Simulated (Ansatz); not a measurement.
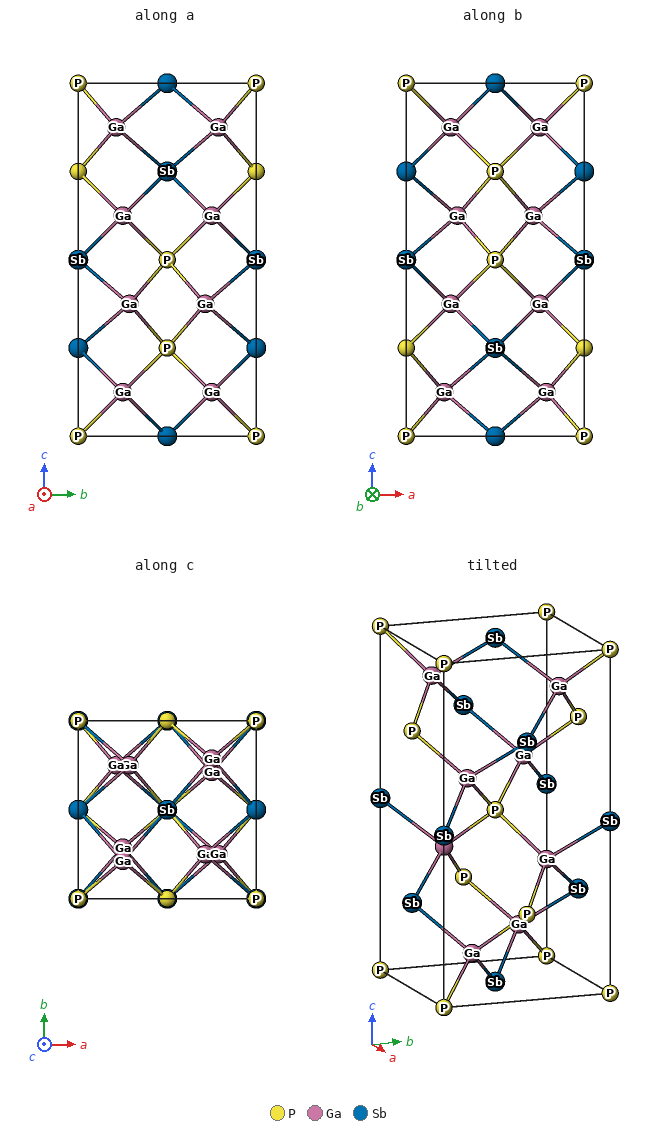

The figure gives a ball-and-stick picture of the atoms, viewed along the a axis, along the b axis, along the c axis and slightly off an axis. The conventional unit cell is drawn as a box.

Lattice parameters: a = 5.7953 Å, b = 5.7953 Å, c = 11.4952 Å, α = 90.000°, β = 90.000°, γ = 90.000°.

> Transcribe the picture into a CIF in P1 with every atom of the cell, with free fractional coordinates to two decimals.

```cif
data_structure
_symmetry_space_group_name_H-M 'P 1'
_symmetry_Int_Tables_number 1
_cell_length_a 5.7953
_cell_length_b 5.7953
_cell_length_c 11.4952
_cell_angle_alpha 90.000
_cell_angle_beta 90.000
_cell_angle_gamma 90.000
_cell_volume 386.07
loop_
_atom_site_label
_atom_site_type_symbol
_atom_site_fract_x
_atom_site_fract_y
_atom_site_fract_z
_atom_site_occupancy
P1 P 0.00 0.50 0.25 1
Ga1 Ga 0.29 0.75 0.6250 1
P2 P 0.50 0.50 0.50 1
Ga2 Ga 0.25 0.29 0.3750 1
Sb1 Sb 0.50 0.00 0.25 1
Ga3 Ga 0.71 0.25 0.6250 1
Sb2 Sb 0.00 0.00 0.50 1
Ga4 Ga 0.75 0.71 0.3750 1
P3 P 0.50 0.00 0.75 1
Ga5 Ga 0.79 0.25 0.1250 1
P4 P 0.00 0.00 0.00 1
Ga6 Ga 0.75 0.79 0.8750 1
Sb3 Sb 0.00 0.50 0.75 1
Ga7 Ga 0.21 0.75 0.1250 1
Sb4 Sb 0.50 0.50 0.00 1
Ga8 Ga 0.25 0.21 0.8750 1
```

The cell started as a structure type filled with these elements by a generator (whether the compound takes this form wasn't checked). The picture shows the end point of a geometry optimisation with DFT, r2SCAN, plane waves, PAW (Ansatz 0.2.0).
